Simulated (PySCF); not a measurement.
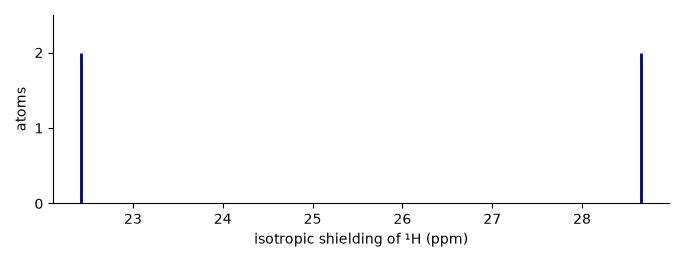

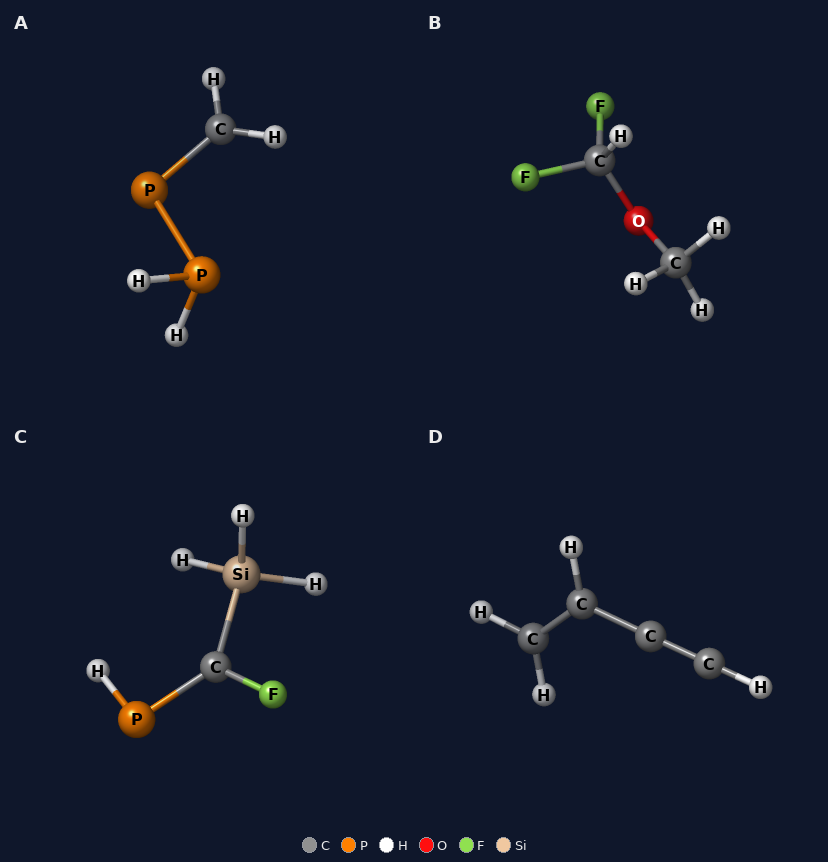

The sticks are computed shieldings of one of the molecules, for one fixed geometry (GFN2-xTB) without averaging over rotations. Low shielding means a high chemical shift. Method: GIAO PBE0/pcSseg-1 NMR shielding, non-relativistic, gas phase (PySCF 2.14.0).

Which molecule gives this pattern?

Answer. A, `C=PP`. Its 4 H atoms give lines at 22.42 (2 atoms), 28.65 (2 atoms) ppm.

The geometry is semi-empirical. Around P, Si such bond lengths and angles can be off by a tenth of an ångström or more and by several degrees, and values that hang on the shape move with them.
